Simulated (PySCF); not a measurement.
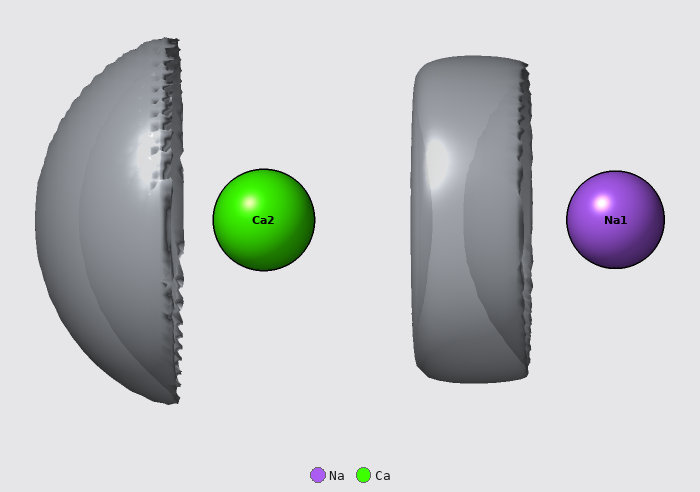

Figure. NaCa (doublet). Isosurface of the ELF at 0.85 (grey), seen from one side. Only the valence region is drawn (cores and ρ < 0.01 e/Å³ removed).

The calculation used PBE0/def2-SVPD, non-relativistic Hamiltonian with scalar-relativistic core potentials where named, at a bond length of 3.706 Å (PySCF).

```json
{"atom": "Na", "x (Å)": "0.0000", "y (Å)": "0.0000", "z (Å)": "-2.3526"}
{"atom": "Ca", "x (Å)": "0.0000", "y (Å)": "0.0000", "z (Å)": "1.3534"}
```

Question: What do the ELF domains correspond to?

Answer: At this value the surface marks out one lobe of the valence shell of Na pointing towards Ca (polar bonds) and one region wrapped around Ca (its valence shell). Along the contacts the grid gives the following. Na–Ca (3.71 Å): the ELF peaks at about 0.95 between the atoms.
